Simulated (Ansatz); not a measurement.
**AlSiH5 (AlH2(SiH3)) at 6 levels**

Aim: a comparison of 6 runs (HSE06/STO-3G, PBE/STO-3G, UPBE0/STO-3G, r2SCAN/STO-3G, CCSDT(Q)/STO-3G, CCSD(T)/STO-3G) of AlSiH5 (AlH2(SiH3)). 

Program for the calculation: Ansatz 0.2.0.

58 further runs of the same task are left out: 2 that didn't finish, 56 set aside as unsound or not needed.

## 1. Starting point

AlSiH5: 7 atoms, total charge 0, spin state singlet. SMILES: `[H][Al]([H])[SiH3]`. The Si4–Al1 distance was set to 6.053 Å, away from the relaxed value. At this shape a bond of the SMILES string is far longer than usual.

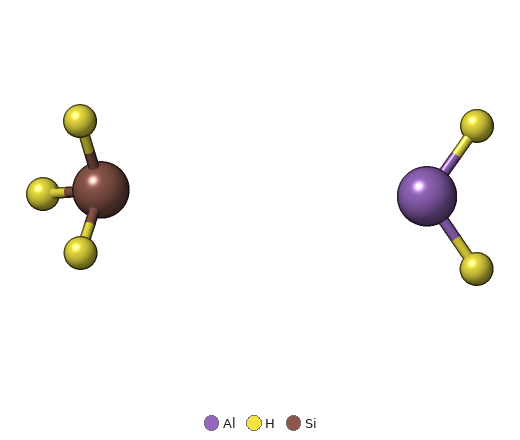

The structure, seen from a chosen angle (aluminium purple, hydrogen yellow, silicon brown).

## 2. The energy at HSE06/STO-3G (run 1)

in.yaml reads:

```yaml
crystal:
  periodic: [false, false, false]
  atoms:
    - {symbol: Al, position_ang: [2.496208, 4.350975, 0.034775]}
    - {symbol: H, position_ang: [4.053578, 4.514275, 0.087385]}
    - {symbol: H, position_ang: [1.861548, 5.782465, 0.014335]}
    - {symbol: Si, position_ang: [-0.517390, -0.897790, -0.016750]}
    - {symbol: H, position_ang: [-1.851430, -0.836410, 0.625620]}
    - {symbol: H, position_ang: [0.177610, -1.992690, 0.701130]}
    - {symbol: H, position_ang: [-0.795620, -1.472990, -1.353750]}
basis:
  gaussian: {orbitals: STO-3G}
hamiltonian: {xc: {name: HSE06}}
accuracy: high
```

Started as:

```bash
$ ansatz run in.yaml --threads 1 --pin off --max-ram 2610MiB --events-out events.jsonl --progress --plain --runs-dir runs
```

Log:

```text
Warning: RAYON_NUM_THREADS=1 ignored (pool sized by the plan → 1); use --threads N
Functional definition: HSE06
  name "HSE06"
  parameter a = 0.25
  parameter omega = 0.11/bohr
  exchange = pbe_x - a*pbe_x_sr(omega) + a*exact_x_sr(omega)
  correlation = pbe_c
346 factors; integrals over basis functions are off by at most 1.1e-8 eV
83 factors; integrals over basis functions are off by at most 1.5e-9 eV
mean field evaluation 1: about -14364.2203 eV, gradient 2.2e1 eV
mean field evaluation 2: about -14270.4625 eV, gradient 5.1e1 eV
mean field evaluation 4: about -14359.5841 eV, gradient 2.0e1 eV
mean field evaluation 8: about -14365.3871 eV, gradient 1.2e1 eV
mean field evaluation 16: about -14370.7786 eV, gradient 3.6e-7 eV
mean field -14370.77856785 eV, -528.1163715048 hartree, gradient 9.0e-9 eV, S^2 0.000000; 1 other end points of the search recorded, 0 dependent functions left out
reference -14370.77857071 eV, -528.1163716100 hartree; 16, 16 occupied and 7, 7 virtual orbitals, 346 factors
Total energy: -14370.77857071 eV, -528.1163716100 hartree
```

Wall time 2.6 s (1 thread of Arm Neoverse V1, shared host); peak memory 0.11 GiB.

## 3. The energy at PBE/STO-3G (run 2)

job.yaml reads:

```yaml
crystal:
  periodic: [false, false, false]
  atoms:
    - {symbol: Al, position_ang: [2.496208, 4.350975, 0.034775]}
    - {symbol: H, position_ang: [4.053578, 4.514275, 0.087385]}
    - {symbol: H, position_ang: [1.861548, 5.782465, 0.014335]}
    - {symbol: Si, position_ang: [-0.517390, -0.897790, -0.016750]}
    - {symbol: H, position_ang: [-1.851430, -0.836410, 0.625620]}
    - {symbol: H, position_ang: [0.177610, -1.992690, 0.701130]}
    - {symbol: H, position_ang: [-0.795620, -1.472990, -1.353750]}
basis:
  gaussian: {orbitals: STO-3G}
hamiltonian: {xc: {name: PBE}}
accuracy: high
```

Started as:

```bash
$ ansatz run job.yaml --threads 1 --pin off --max-ram 2610MiB --events-out events.jsonl --progress --plain --runs-dir runs
```

Log:

```text
Warning: RAYON_NUM_THREADS=1 ignored (pool sized by the plan → 1); use --threads N
Functional definition: PBE
  name "PBE"
  parameter kappa = 0.804
  parameter beta = 0.06672455060314922
  exchange = pbe_x(kappa = kappa, mu = beta*pi^2/3)
  correlation = pbe_c(beta = beta)
346 factors; integrals over basis functions are off by at most 1.1e-8 eV
mean field evaluation 1: about -14361.2414 eV, gradient 2.7e1 eV
mean field evaluation 2: about -14265.5903 eV, gradient 5.7e1 eV
mean field evaluation 4: about -14357.3161 eV, gradient 2.1e1 eV
mean field evaluation 8: about -14363.5092 eV, gradient 1.1e1 eV
mean field evaluation 16: about -14369.4736 eV, gradient 2.9e-4 eV
mean field -14369.47359352 eV, -528.0684145827 hartree, gradient 3.8e-9 eV, S^2 0.000000; 1 other end points of the search recorded, 0 dependent functions left out
reference -14369.47359638 eV, -528.0684146879 hartree; 16, 16 occupied and 7, 7 virtual orbitals, 346 factors
Total energy: -14369.47359638 eV, -528.0684146879 hartree
```

Wall time 2.1 s (1 thread of Arm Neoverse V1, shared host); peak memory 0.1 GiB.

Runs 3 to 4 aren't shown in full; the table further down has their settings and results.

## 4. The energy at CCSDT(Q)/STO-3G (run 5)

job.yaml, as its differences from that of step 3:

```diff
@@ -12,3 +12,4 @@
   gaussian: {orbitals: STO-3G}
-hamiltonian: {xc: {name: PBE}}
+correlation: {method: ccsdt_q, frozen_orbitals: {Al: 5, H: 0, Si: 5}}
 accuracy: high
+scf: {omitted_lower_state_checks: [cluster_reference, increment]}
```

Started as:

```bash
$ ansatz run job.yaml --threads 1 --pin off --max-ram 2610MiB --events-out events.jsonl --progress --plain --runs-dir runs
```

Log:

```text
Warning: RAYON_NUM_THREADS=1 ignored (pool sized by the plan → 1); use --threads N
[... 12 lines left out ...]
10 core orbitals not correlated: weight in the atoms' cores, before any rotation towards them, 1.000 or more for the frozen orbitals, at most 0.000 for the correlated occupied ones
[... 36 lines left out ...]
WARN: these amplitudes may be one of several solutions (largest doubles amplitude 1.08, level shift 10.80 eV)
Total energy: -14352.34319700 eV, -527.4388841221 hartree
Checks for a lower state left out: cluster_reference, increment
```

It took 0.44 s on 1 thread of Arm Neoverse V1, shared host.

## 5. A single-point energy at CCSD(T)/STO-3G (run 6)

input.yaml reads:

```yaml
crystal:
  periodic: [false, false, false]
  atoms:
    - {symbol: Al, position_ang: [2.496208, 4.350975, 0.034775]}
    - {symbol: H, position_ang: [4.053578, 4.514275, 0.087385]}
    - {symbol: H, position_ang: [1.861548, 5.782465, 0.014335]}
    - {symbol: Si, position_ang: [-0.517390, -0.897790, -0.016750]}
    - {symbol: H, position_ang: [-1.851430, -0.836410, 0.625620]}
    - {symbol: H, position_ang: [0.177610, -1.992690, 0.701130]}
    - {symbol: H, position_ang: [-0.795620, -1.472990, -1.353750]}
basis:
  gaussian: {orbitals: STO-3G}
correlation: {method: ccsd_t, frozen_orbitals: {Al: 5, H: 0, Si: 5}}
accuracy: high
scf: {omitted_lower_state_checks: [cluster_reference, increment]}
```

Started as:

```bash
$ ansatz run input.yaml --threads 1 --pin off --max-ram 2610MiB --events-out events.jsonl --progress --plain --runs-dir runs
```

Log:

```text
Warning: RAYON_NUM_THREADS=1 ignored (pool sized by the plan → 1); use --threads N
[... 12 lines left out ...]
10 core orbitals not correlated: weight in the atoms' cores, before any rotation towards them, 1.000 or more for the frozen orbitals, at most 0.000 for the correlated occupied ones
[... 34 lines left out ...]
WARN: these amplitudes may be one of several solutions (largest doubles amplitude 1.01, level shift 10.80 eV)
Total energy: -14352.61877416 eV, -527.4490113958 hartree
Checks for a lower state left out: cluster_reference, increment
```

Run time: 0.22 s. Hardware: 1 thread of Arm Neoverse V1, shared host.

## 6. All runs side by side

| run | level | frozen core orbitals | energy (Eh) | wall time |
| --- | --- | --- | --- | --- |
| 1 | HSE06/STO-3G | – | -528.116372 | 2.6 s |
| 2 | PBE/STO-3G | – | -528.068415 | 2.1 s |
| 3 | UPBE0/STO-3G | – | -528.189800 | 4.2 s |
| 4 | r2SCAN/STO-3G | – | -528.328616 | 5.1 s |
| 5 | CCSDT(Q)/STO-3G | 10 | -527.438884 | 0.44 s |
| 6 | CCSD(T)/STO-3G | 10 | -527.449011 | 0.22 s |

## 7. Summary of results

```
                                           quantity          value
                                run 6: total energy  -527.44901 Eh
run 6: correlation energy (10 core orbitals frozen)     -275.9 mEh
                              run 6: (T) correction     -24.17 mEh
                               run 6: T1 diagnostic          0.083
```

Totals of different functionals can't be ranked against each other. In run 6 the T1 diagnostic is large, so a single reference may not serve. In runs 5, 6 the log says that unrestricted orbitals would lower the reference, so the values rest on an unstable closed-shell determinant (other closed-shell runs at this shape may share the fault). In runs 1, 2, 3, 4, 5, 6 the basis is minimal, so the values are rough. Spin contamination of the reference: run 3 ⟨S²⟩ = 1.00. Where it is this large, the reference is a mixture of spin states, and values that rest on it are in doubt. All runs together took 15 s, the longest 5.1 s.
